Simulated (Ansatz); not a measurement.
The figure comes from a scan of ZnCu (CsCl type): the crystal slips on the {110} plane by s times a lattice vector of 4.11 Å, no atom relaxing, γ being the energy change per area. The numbers are results of PBEsol (plane waves to 420 eV, PAW, scalar-relativistic; Ansatz, a first-principles code), not measurements. k mesh 13×10×10 (Γ-centred), Fermi-Dirac smearing 0.05 eV. Stress and pressure are positive under compression. Faults lie only 6.2 Å apart, and holding the cell height and the atoms raises γ above its relaxed value. ZnCu is run without spin polarisation. ZnCu was relaxed with its symmetry unable to fall. 

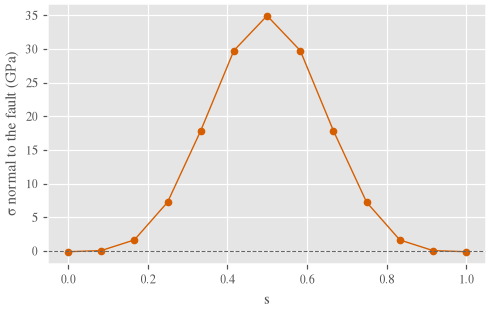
Figure. σ normal to the fault (GPa) against s; markers are the computed points, lines only join them (the last repeats the first, one period on).

Question: List the plotted points as numbers.

Answer: To the nearest 0.5:

| s | σ normal to the fault (GPa) |
|---|---|
| 0.000 | 0.0 |
| 0.083 | 0.0 |
| 0.167 | 1.5 |
| 0.250 | 7.0 |
| 0.333 | 18.0 |
| 0.417 | 29.5 |
| 0.500 | 35.0 |
| 0.583 | 29.5 |
| 0.667 | 18.0 |
| 0.750 | 7.0 |
| 0.833 | 1.5 |
| 0.917 | 0.0 |

(The slope of γ gives the shear force per area between the displaced halves; near zero shift its curvature is an elastic stiffness.)
